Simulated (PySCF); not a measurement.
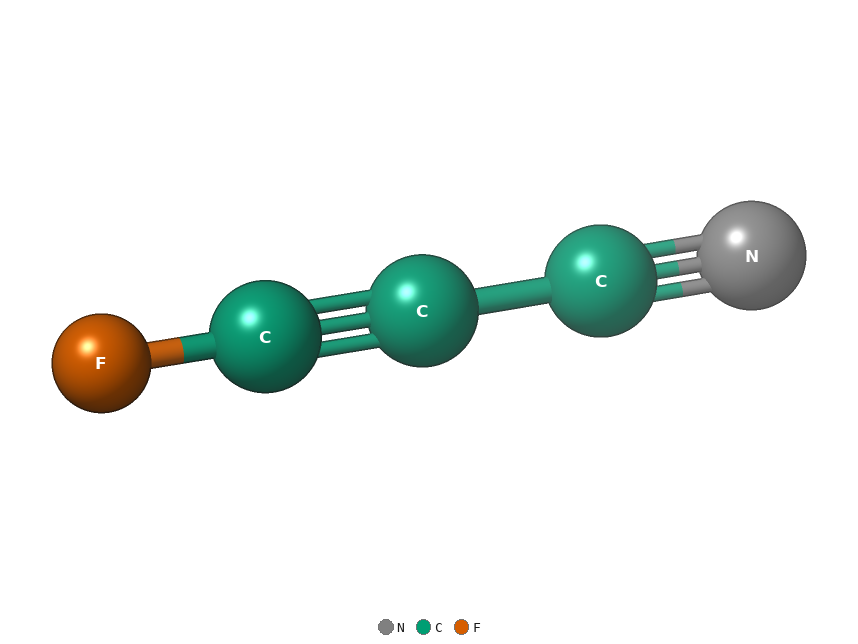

Orthographic view. Atoms fade into the background with distance from the viewer. Computed geometry: PBE0-D3(BJ)/def2-SVP optimisation. No frequency run is at hand to confirm it as a minimum.

### Give the standard InChI.

InChI=1S/C3FN/c4-2-1-3-5
